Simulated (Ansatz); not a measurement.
**PH₃: density, localisation and related maps**

```csv
atom,x (Å),y (Å),z (Å)
P,-0.0018,0.0001,0.1949
H,-0.5125,1.0807,0.9614
H,1.1733,-0.1057,0.9848
H,-0.6970,-0.9726,0.9607
```

Geometry: PBE0-D4/def2-TZVP.

Computed with Ansatz, RKS PBE0-D4/def2-TZVPPD.

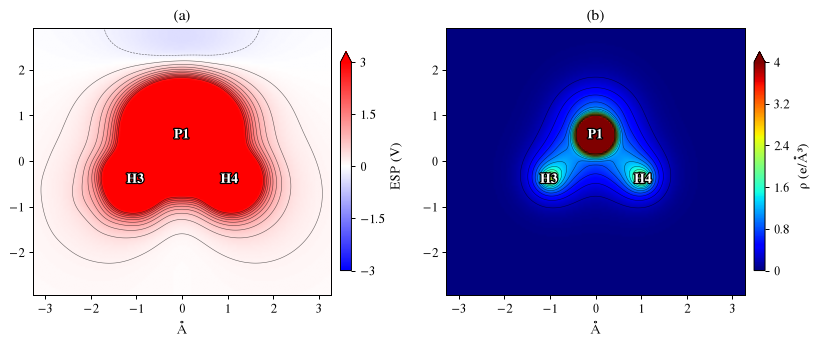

Figure 1. (a) electrostatic potential; (b) total electron density on the plane of atoms H3, P1 and H4.

> Read the bonding off the picture.

The section cuts through P and H sites. P–H (1.42 Å): ρ is about 1.1 e/Å³ halfway. Outside the dense part of the molecule the potential is most negative (−0.4 V) near P1.

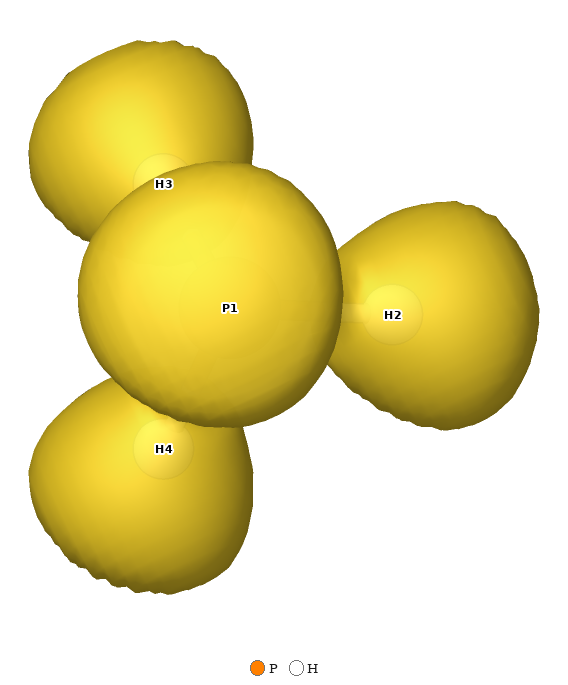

Figure 2. Isosurface of the electron localisation function at 0.9 (yellow), seen across its widest extent. Core shells and regions of very low density are left out.

> What do the ELF domains correspond to?

The surface consists of three regions around hydrogen nuclei and one lobe on P, pointing away from the bonds (lone pairs).


P–H (1.42 Å): the ELF climbs to about 1 towards the hydrogen, as it does in any bond to H.

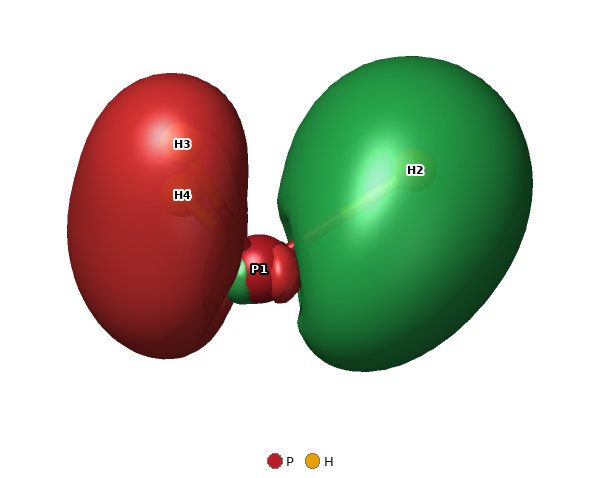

Figure 3. The HOMO−1 at ±0.15 Å⁻³ᐟ² (green and red are the two phases), seen from one side.

> Describe this orbital and give its energy.

It lies mainly on P1 (about 50 %), H2 (about 30 %), H3 (about 10 %) and H4 (about 10 %). It is one of a degenerate set, so its orientation is arbitrary. Its energy is −10.78 eV.

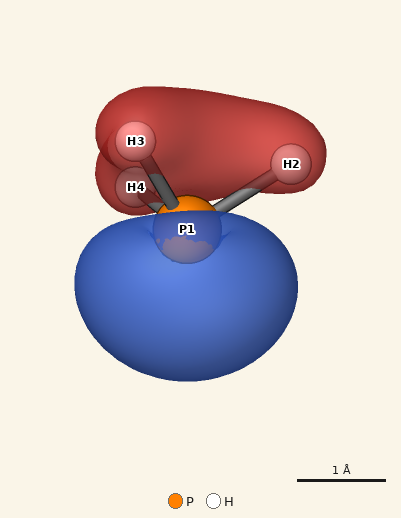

Figure 4. The HOMO at ±0.15 Å⁻³ᐟ² (blue and red are the two phases), seen from one side.

> What is the character of this orbital?

Its weight (Hirshfeld) is mainly on P1 (about 80 %), H2 (about 5 %), H3 (about 5 %) and H4 (about 5 %); largely a lone pair of P1. Its energy is −7.88 eV.
